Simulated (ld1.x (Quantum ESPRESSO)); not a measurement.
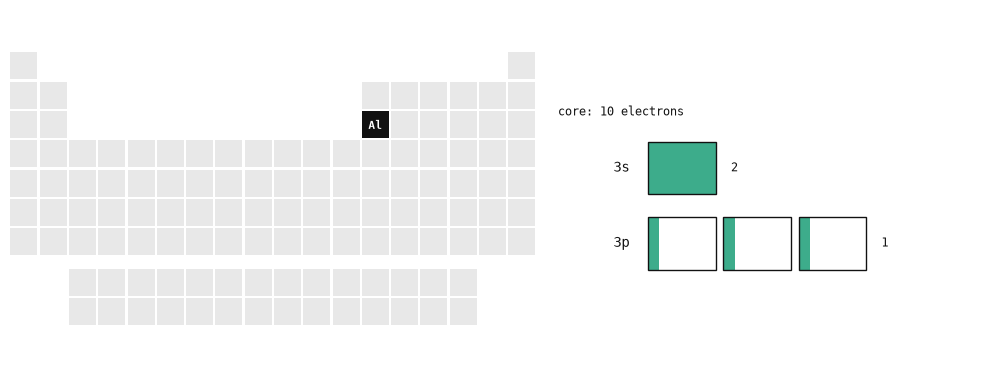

Left, the place of aluminium in the periodic table; right, the valence shells of the reference configuration: a box for each of the 2l + 1 orbitals, shaded by the share of the shell that is filled, with the electron count at the right.

**Run report: Al, pseudopotential generation (part 1 of 2)**

Aluminium (Al, Z = 13), core [Ne], reference valence 3s2 3p1, valence charge 3. Computed at this level: TM potential, LDA (PZ), non-relativistic, made with ld1.x (Quantum ESPRESSO) 7.5.

### Input file
```
 &input
   title='Al', zed=13., rel=0, dft='PZ', iswitch=3,
   config='[Ne] 3s2 3p1',
   nld=2, rlderiv=1.95, eminld=-3.0, emaxld=5.0, deld=0.02
 /
 &inputp
   pseudotype=2, tm=.true., lloc=-2, rcloc=1.30,
   nlcc=.false.,
   file_pseudopw='Al.UPF', file_wfcaegen='ae.wfc', file_wfcncgen='nc.wfc', file_beta='beta', file_chi='chi'
 /
2
3S  1  0   2.00   0.00  1.60  1.60  0.0
3P  2  1   1.00   0.00  1.80  1.80  0.0
 &test
   configts(1)='3s2 3p1'
 /
```

### Input of the test run
```
 &input
   title='Al', zed=13., rel=0, dft='PZ', iswitch=2,
   config='[Ne] 3s2 3p1'
 /
 &test
   file_pseudo='Al.UPF', nconf=10,
   configts(1)='3s2 3p1',
   configts(2)='3s2 3p0',
   configts(3)='3s1 3p0',
   configts(4)='3s2 3p0.5',
   configts(5)='3s1 3p1',
   configts(6)='3s0 3p3',
   configts(7)='3s2 3p1.3',
   configts(8)='3s1 3p2',
   configts(9)='3s2 3p1', lsdts(9)=1,
   configts(10)='3s1 3p0', lsdts(10)=1
 /
```

Launched with:
```bash
ld1.x < Al.in > Al.out
```

### Output
```
     Program LD1 v.7.5
     --------------------------- All-electron run ----------------------------

     Al

     atomic number is 13.00
     dft =PZ   lsd =0 sic =0 latt =0  beta=0.20 tr2=1.0E-14
     Exchange-correlation= PZ
                           (   1   1   0   0   0   0   0)
     mesh =1135 r(mesh) = 100.48924 a.u. xmin = -7.00 dx = 0.01250
     1 Ry =  13.60569312 eV

     n l     nl                  e(Ry)          e(Ha)          e(eV)
     1 0     1S 1( 2.00)      -110.3120       -55.1560     -1500.8717
     2 0     2S 1( 2.00)        -7.8681        -3.9341      -107.0516
     2 1     2P 1( 6.00)        -5.1266        -2.5633       -69.7510
     3 0     3S 1( 2.00)        -0.5742        -0.2871        -7.8122
     3 1     3P 1( 1.00)        -0.2055        -0.1028        -2.7965

     final scf error:  5.8E-15 reached in  21 iterations

     Etot =    -482.618011 Ry,    -241.309006 Ha,   -6566.352557 eV

     Ekin =     481.327863 Ry,     240.663932 Ha,    6548.799196 eV
     Encl =   -1154.410176 Ry,    -577.205088 Ha,  -15706.550588 eV
     Eh   =     225.339071 Ry,     112.669535 Ha,    3065.894246 eV
     Exc  =     -34.874769 Ry,     -17.437385 Ha,    -474.495411 eV

     normalization and overlap integrals

     s(1S/1S) =  1.000000  <r> =   0.1210  <r2> =    0.0197  r(max) =   0.0789
     s(2S/2S) =  1.000000  <r> =   0.6310  <r2> =    0.4777  r(max) =   0.5016
     s(2P/2P) =  1.000000  <r> =   0.6051  <r2> =    0.4661  r(max) =   0.4264
     s(3S/3S) =  1.000000  <r> =   2.5388  <r2> =    7.5466  r(max) =   2.0597
     s(3P/3P) =  1.000000  <r> =   3.4362  <r2> =   14.2348  r(max) =   2.6447

     ------------------------ End of All-electron run ------------------------

     --------------------- Generating NC pseudopotential ---------------------

      Generating local potential from pseudized AE potential:
      Matching radius rcloc =   1.3000
      Enforcing V''(0)=0 (lloc=-2)

      Local pseudo, rcloc= 1.297 Estimated cut-off energy=    18.45 Ry

      Wfc   3S  rcut= 1.584  Using Troullier-Martins method

      Wfc   3P  rcut= 1.795  Using Troullier-Martins method

     ------------------- End of pseudopotential generation -------------------

     --------------------------- All-electron run ----------------------------

     Al

     atomic number is 13.00
     dft =PZ   lsd =0 sic =0 latt =0  beta=0.20 tr2=1.0E-14
     Exchange-correlation= PZ
                           (   1   1   0   0   0   0   0)
     mesh =1135 r(mesh) = 100.48924 a.u. xmin = -7.00 dx = 0.01250
     1 Ry =  13.60569312 eV

     n l     nl                  e(Ry)          e(Ha)          e(eV)
     1 0     1S 1( 2.00)      -110.3120       -55.1560     -1500.8717
     2 0     2S 1( 2.00)        -7.8681        -3.9341      -107.0516
     2 1     2P 1( 6.00)        -5.1266        -2.5633       -69.7510
     3 0     3S 1( 2.00)        -0.5742        -0.2871        -7.8122
     3 1     3P 1( 1.00)        -0.2055        -0.1028        -2.7965

     final scf error:  5.8E-15 reached in  21 iterations

     Etot =    -482.618011 Ry,    -241.309006 Ha,   -6566.352557 eV

     Ekin =     481.327863 Ry,     240.663932 Ha,    6548.799196 eV
     Encl =   -1154.410176 Ry,    -577.205088 Ha,  -15706.550588 eV
     Eh   =     225.339071 Ry,     112.669535 Ha,    3065.894246 eV
     Exc  =     -34.874769 Ry,     -17.437385 Ha,    -474.495411 eV

     normalization and overlap integrals

     s(1S/1S) =  1.000000  <r> =   0.1210  <r2> =    0.0197  r(max) =   0.0789
     s(2S/2S) =  1.000000  <r> =   0.6310  <r2> =    0.4777  r(max) =   0.5016
     s(2P/2P) =  1.000000  <r> =   0.6051  <r2> =    0.4661  r(max) =   0.4264
     s(3S/3S) =  1.000000  <r> =   2.5388  <r2> =    7.5466  r(max) =   2.0597
     s(3P/3P) =  1.000000  <r> =   3.4362  <r2> =   14.2348  r(max) =   2.6447

     ------------------------ End of All-electron run ------------------------

     Computing logarithmic derivative in   1.94706
     Computing logarithmic derivative in   1.94706
     Computing the partial wave expansion
     R is outside the sphere for l=    0 j= 0.00
     R is outside the sphere for l=    1 j= 0.00

     ---------------------- Testing the pseudopotential ----------------------

     Al

     atomic number is 13.00   valence charge is  3.00
     dft =PZ   lsd =0 sic =0 latt =0  beta=0.20 tr2=1.0E-14
     mesh =1135 r(mesh) = 100.48924 xmin = -7.00 dx = 0.01250

     n l     nl             e AE (Ry)        e PS (Ry)    De AE-PS (Ry)
     1 0     3S   1( 2.00)       -0.57419       -0.57419       -0.00000
     2 1     3P   1( 1.00)       -0.20554       -0.20554       -0.00000

     eps = 7.9E-17  iter =  4

     Etot =    -482.618011 Ry,    -241.309006 Ha,   -6566.352557 eV
     Etotps =    -3.887916 Ry,      -1.943958 Ha,     -52.897789 eV

     Ekin =       1.240470 Ry,       0.620235 Ha,      16.877459 eV
     Encl =      -7.796685 Ry,      -3.898342 Ha,    -106.079303 eV
     Ehrt =       2.887602 Ry,       1.443801 Ha,      39.287832 eV
     Ecxc =      -1.172756 Ry,      -0.586378 Ha,     -15.956158 eV
     Epseu=       0.953452 Ry,       0.476726 Ha,      12.972382 eV

     ---------------------- End of pseudopotential test ----------------------
```

### Output of the test run (extracts)
```
     ---------------------- Testing the pseudopotential ----------------------

     Al

     atomic number is 13.00   valence charge is  3.00
     dft =PZ   lsd =0 sic =0 latt =0  beta=0.20 tr2=1.0E-14
     mesh =1135 r(mesh) = 100.48924 xmin = -7.00 dx = 0.01250

     n l     nl             e AE (Ry)        e PS (Ry)    De AE-PS (Ry)
     1 0     3S   1( 2.00)       -0.57419       -0.57419       -0.00000
     2 1     3P   1( 1.00)       -0.20554       -0.20554       -0.00000

     eps = 4.9E-15  iter =  3

     Etot =    -482.618011 Ry,    -241.309006 Ha,   -6566.352557 eV
     Etotps =    -3.887915 Ry,      -1.943958 Ha,     -52.897783 eV

     Ekin =       1.240471 Ry,       0.620235 Ha,      16.877466 eV
     Encl =      -7.796685 Ry,      -3.898343 Ha,    -106.079306 eV
     Ehrt =       2.887602 Ry,       1.443801 Ha,      39.287833 eV
     Ecxc =      -1.172756 Ry,      -0.586378 Ha,     -15.956159 eV
     Epseu=       0.953453 Ry,       0.476726 Ha,      12.972383 eV

     ---------------------- End of pseudopotential test ----------------------

     ---------------------- Testing the pseudopotential ----------------------

     Al

     atomic number is 13.00   valence charge is  3.00
     dft =PZ   lsd =0 sic =0 latt =0  beta=0.20 tr2=1.0E-14
     mesh =1135 r(mesh) = 100.48924 xmin = -7.00 dx = 0.01250

     n l     nl             e AE (Ry)        e PS (Ry)    De AE-PS (Ry)
     1 0     3S   1( 2.00)       -1.09490       -1.09322       -0.00168
     2 1     3P   1( 0.00)       -0.67385       -0.67284       -0.00101

     eps = 4.4E-15  iter =  7

     Etot =    -482.187564 Ry,    -241.093782 Ha,   -6560.496029 eV
     Etotps =    -3.457814 Ry,      -1.728907 Ha,     -47.045949 eV
     dEtot_ae =       0.430447 Ry
     dEtot_ps =       0.430102 Ry,   Delta E=       0.000345 Ry

     Ekin =       0.836642 Ry,       0.418321 Ha,      11.383089 eV
     Encl =      -5.969890 Ry,      -2.984945 Ha,     -81.224490 eV
     Ehrt =       1.515769 Ry,       0.757884 Ha,      20.623085 eV
     Ecxc =      -0.810512 Ry,      -0.405256 Ha,     -11.027580 eV
     Epseu=       0.970178 Ry,       0.485089 Ha,      13.199947 eV

     ---------------------- End of pseudopotential test ----------------------

     ---------------------- Testing the pseudopotential ----------------------

     Al

     atomic number is 13.00   valence charge is  3.00
     dft =PZ   lsd =0 sic =0 latt =0  beta=0.20 tr2=1.0E-14
     mesh =1135 r(mesh) = 100.48924 xmin = -7.00 dx = 0.01250

     n l     nl             e AE (Ry)        e PS (Ry)    De AE-PS (Ry)
     1 0     3S   1( 1.00)       -1.75601       -1.74192       -0.01410  !
     2 1     3P   1( 0.00)       -1.27866       -1.26933       -0.00933  !

     eps = 2.2E-16  iter =  7

     Etot =    -480.765908 Ry,    -240.382954 Ha,   -6541.153407 eV
     Etotps =    -2.042678 Ry,      -1.021339 Ha,     -27.792046 eV
     dEtot_ae =       1.852103 Ry
     dEtot_ps =       1.845238 Ry,   Delta E=       0.006866 Ry

     Ekin =       0.481235 Ry,       0.240618 Ha,       6.547536 eV
     Encl =      -3.194412 Ry,      -1.597206 Ha,     -43.462183 eV
     Ehrt =       0.406248 Ry,       0.203124 Ha,       5.527289 eV
     Ecxc =      -0.350755 Ry,      -0.175377 Ha,      -4.772262 eV
     Epseu=       0.615005 Ry,       0.307503 Ha,       8.367573 eV

     ---------------------- End of pseudopotential test ----------------------

     ---------------------- Testing the pseudopotential ----------------------

     Al

     atomic number is 13.00   valence charge is  3.00
     dft =PZ   lsd =0 sic =0 latt =0  beta=0.20 tr2=1.0E-14
     mesh =1135 r(mesh) = 100.48924 xmin = -7.00 dx = 0.01250

     n l     nl             e AE (Ry)        e PS (Ry)    De AE-PS (Ry)
     1 0     3S   1( 2.00)       -0.82019       -0.81970       -0.00049
     2 1     3P   1( 0.50)       -0.42585       -0.42558       -0.00027

     eps = 6.5E-15  iter =  9

     Etot =    -482.461497 Ry,    -241.230749 Ha,   -6564.223077 eV
     Etotps =    -3.731455 Ry,      -1.865728 Ha,     -50.769035 eV
     dEtot_ae =       0.156514 Ry
     dEtot_ps =       0.156460 Ry,   Delta E=       0.000054 Ry

     Ekin =       1.079003 Ry,       0.539501 Ha,      14.680578 eV
     Encl =      -6.957495 Ry,      -3.478748 Ha,     -94.661543 eV
     Ehrt =       2.181350 Ry,       1.090675 Ha,      29.678780 eV
     Ecxc =      -1.001757 Ry,      -0.500879 Ha,     -13.629603 eV
     Epseu=       0.967444 Ry,       0.483722 Ha,      13.162753 eV

     ---------------------- End of pseudopotential test ----------------------

     ---------------------- Testing the pseudopotential ----------------------

     Al

     atomic number is 13.00   valence charge is  3.00
     dft =PZ   lsd =0 sic =0 latt =0  beta=0.20 tr2=1.0E-14
     mesh =1135 r(mesh) = 100.48924 xmin = -7.00 dx = 0.01250

     n l     nl             e AE (Ry)        e PS (Ry)    De AE-PS (Ry)
     1 0     3S   1( 1.00)       -1.15298       -1.14843       -0.00455
     2 1     3P   1( 1.00)       -0.72417       -0.72181       -0.00236

     eps = 3.9E-15  iter = 12

     Etot =    -481.762717 Ry,    -240.881358 Ha,   -6554.715681 eV
     Etotps =    -3.034362 Ry,      -1.517181 Ha,     -41.284603 eV
     dEtot_ae =       0.855295 Ry
     dEtot_ps =       0.853553 Ry,   Delta E=       0.001742 Ry

     Ekin =       1.135311 Ry,       0.567656 Ha,      15.446696 eV
     Encl =      -5.534965 Ry,      -2.767482 Ha,     -75.307030 eV
     Ehrt =       1.388565 Ry,       0.694283 Ha,      18.892391 eV
     Ecxc =      -0.745323 Ry,      -0.372662 Ha,     -10.140639 eV
     Epseu=       0.722049 Ry,       0.361025 Ha,       9.823980 eV

     ---------------------- End of pseudopotential test ----------------------

     ---------------------- Testing the pseudopotential ----------------------

     Al

     atomic number is 13.00   valence charge is  3.00
     dft =PZ   lsd =0 sic =0 latt =0  beta=0.20 tr2=1.0E-14
     mesh =1135 r(mesh) = 100.48924 xmin = -7.00 dx = 0.01250

     n l     nl             e AE (Ry)        e PS (Ry)    De AE-PS (Ry)
     1 0     3S   1( 0.00)       -0.68674       -0.68288       -0.00386
     2 1     3P   1( 3.00)       -0.28995       -0.28905       -0.00090

     eps = 1.3E-15  iter =  7

     Etot =    -481.851027 Ry,    -240.925513 Ha,   -6555.917200 eV
     Etotps =    -3.123575 Ry,      -1.561788 Ha,     -42.498407 eV
     dEtot_ae =       0.766985 Ry
     dEtot_ps =       0.764340 Ry,   Delta E=       0.002645 Ry

     Ekin =       1.777666 Ry,       0.888833 Ha,      24.186377 eV
     Encl =      -6.930159 Ry,      -3.465079 Ha,     -94.289614 eV
     Ehrt =       2.574135 Ry,       1.287068 Ha,      35.022891 eV
     Ecxc =      -1.055828 Ry,      -0.527914 Ha,     -14.365278 eV
     Epseu=       0.510611 Ry,       0.255305 Ha,       6.947216 eV

     ---------------------- End of pseudopotential test ----------------------

     ---------------------- Testing the pseudopotential ----------------------

     Al

     atomic number is 13.00   valence charge is  3.00
     dft =PZ   lsd =0 sic =0 latt =0  beta=0.20 tr2=1.0E-14
     mesh =1135 r(mesh) = 100.48924 xmin = -7.00 dx = 0.01250

     n l     nl             e AE (Ry)        e PS (Ry)    De AE-PS (Ry)
     1 0     3S   1( 2.00)       -0.44527       -0.44536        0.00009
     2 1     3P   1( 1.30)       -0.09101       -0.09105        0.00004

     eps = 6.3E-15  iter =  6

     Etot =    -482.662100 Ry,    -241.331050 Ha,   -6566.952418 eV
     Etotps =    -3.932012 Ry,      -1.966006 Ha,     -53.497744 eV
     dEtot_ae =      -0.044089 Ry
     dEtot_ps =      -0.044096 Ry,   Delta E=       0.000007 Ry

     Ekin =       1.298313 Ry,       0.649156 Ha,      17.664445 eV
     Encl =      -8.216093 Ry,      -4.108046 Ha,    -111.785636 eV
     Ehrt =       3.302652 Ry,       1.651326 Ha,      44.934866 eV
     Ecxc =      -1.259568 Ry,      -0.629784 Ha,     -17.137293 eV
     Epseu=       0.942684 Ry,       0.471342 Ha,      12.825874 eV

     ---------------------- End of pseudopotential test ----------------------
```

(Continued in part 2.) Outcome of the run: generated.
